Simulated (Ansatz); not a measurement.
## Pressure series in Ta2N

Start from Ta2N in the anti-CdI2 type structure (space group P-3m1, No. 164; a = 3.0667 Å, c = 4.8845 Å).

Cell and atoms are relaxed at each pressure.

Level of theory: r2SCAN+rVV10 (Ansatz, an electronic-structure program, PAW, no spin-orbit coupling).

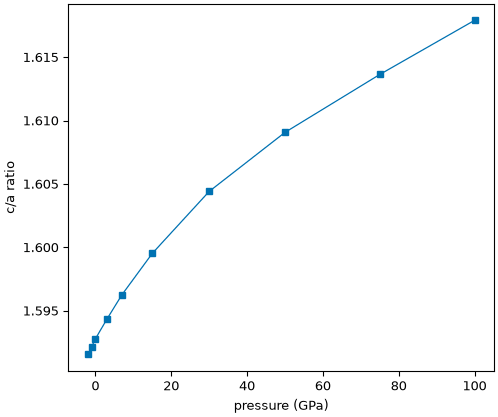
*c/a ratio against pressure*

From the plot, what is the c/a ratio for pressure 50 GPa?

About 1.609.

Is the trend monotonic over the range shown?

Yes, it rises throughout, spanning 1.592 to 1.618.

Load acts through the strain it causes; cell and atoms are relaxed under it. Whether these cells are dynamically stable was not tested. No other phases were tried under pressure. The final runs are not spin-polarised. An odd electron count without spin: Ta2N.
